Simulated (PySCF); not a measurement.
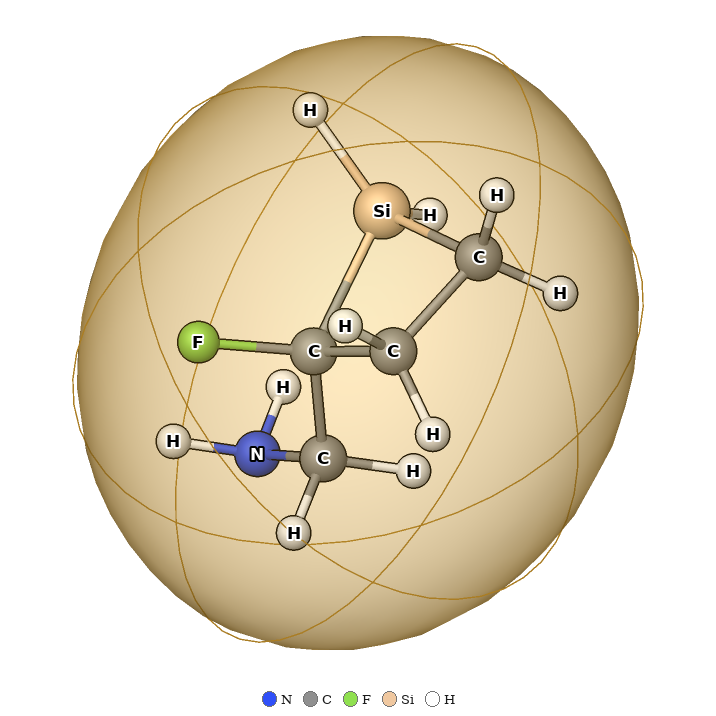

The ellipsoid shows the static dipole polarisability: its half-axes are proportional to the principal values. Computed geometry: GFN2-xTB optimisation. No frequency run is at hand to confirm it as a minimum. Computed with CAM-B3LYP/def2-SVPD (PySCF 2.14.0).

Question. How large and how anisotropic is the polarisability?

Answer. Principal values 72.0, 85.5, 86.2 bohr³; mean 81.2 bohr³ (12.04 Å³); anisotropy 13.9 bohr³, so the longest axis is 1.20 times the shortest.

The geometry is semi-empirical. Around Si such bond lengths and angles can be off by a tenth of an ångström or more and by several degrees, and values that hang on the shape move with them.
